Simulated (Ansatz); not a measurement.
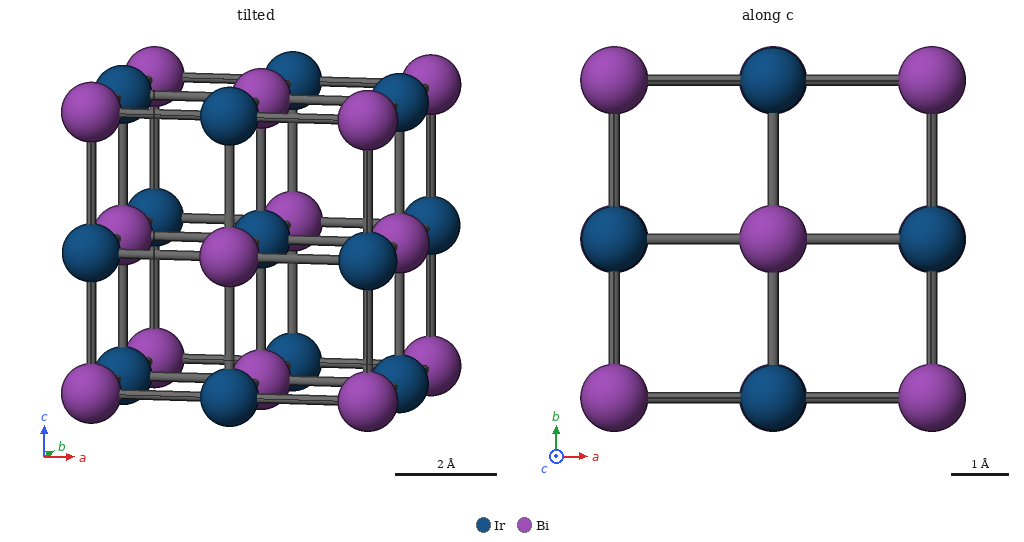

Drawn in the ball-and-stick manner and seen slightly off an axis and along the c axis. The wireframe shows the conventional unit cell.

BiIr, rock salt (NaCl type), space group Fm-3m (No. 225), a = 5.626 Å, b = 5.626 Å, c = 5.626 Å, α = 90.00°, β = 90.00°, γ = 90.00°. The model was built from a structure type filled with these elements by a generator (whether the compound takes this form wasn't checked). The cell was then strained or its atoms displaced on purpose. It went into a calculation with Ansatz.

This one geometry was computed with Ansatz (DFT, plane waves, PAW) at five levels of theory: PBE, PBEsol, PBE with spin-orbit coupling, LDA and r2SCAN.

**Which level gives the highest pressure at this volume, and what does that say about its equilibrium volume?**

Highest: PBE with spin-orbit coupling (1.2 GPa), which points to the largest equilibrium volume. Lowest, with the smallest volume: LDA (-8.0 GPa). Levels within 0.5 GPa of each other can't be told apart.

**How does the band gap change with the level of theory?**

All levels give a metal.

**Collect the results in a table.**

| level | cutoff (eV) | k-mesh of the run's cell | gap (eV) | pressure (GPa) |
| --- | --- | --- | --- | --- |
| PBE | 420 | 10×10×10 | metal | 0.0 |
| PBEsol | 420 | 10×10×10 | metal | -5.4 |
| PBE with spin-orbit coupling | 420 | 10×10×10 | metal | 1.2 |
| LDA | 420 | 10×10×10 | metal | -8.0 |
| r2SCAN | 500 | 10×10×10 | metal | -3.6 |

Gaps are taken on the k-mesh or band path of each run.
